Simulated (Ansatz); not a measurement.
Consider ClH$_{3}$Sn···NH$_{2}$ (doublet).

```xyz
8

Sn    0.0115   -0.0073   -0.0585
Cl    0.3402   -0.2148    2.3126
H     1.5911    0.0407   -0.7448
H    -0.8644    1.4562   -0.3163
H    -0.8812   -1.3995   -0.5454
N     0.3018   -0.1930    5.2440
H    -0.6790   -0.5165    5.0746
H     0.1818    0.8343    5.0856
```

Core potentials replace the inner electrons of Sn.

Computed with UKS PBE/def2-SVP (Ansatz).

What will maps of the electron density, electron localisation function and spin density show?

Sn–Cl (2.40 Å): the density is about 0.49 e/Å³ at the midpoint; the ELF peaks at about 0.80 in the valence shell of Cl, 0.9 Å from its nucleus, and drops to about 0.15 between the two atoms.
Sn–H (1.72 Å): ρ is about 1.1 e/Å³ halfway; the ELF climbs to about 1 towards the hydrogen.
The unpaired spin (1 electron) lies mostly on N6 (about 0.9), in electrons by Hirshfeld's partition.

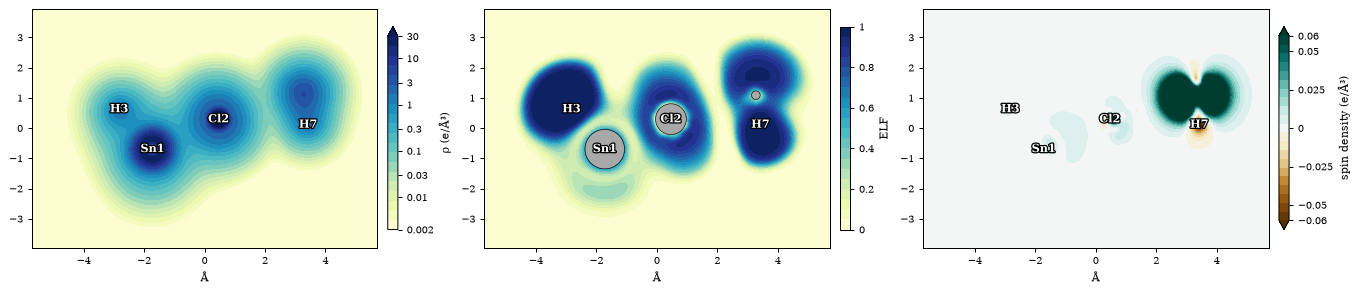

Computed electron density, electron localisation function and spin density on the plane of atoms Cl2, Sn1 and H3, in this order. Grey discs cover the atomic cores in the ELF map. 
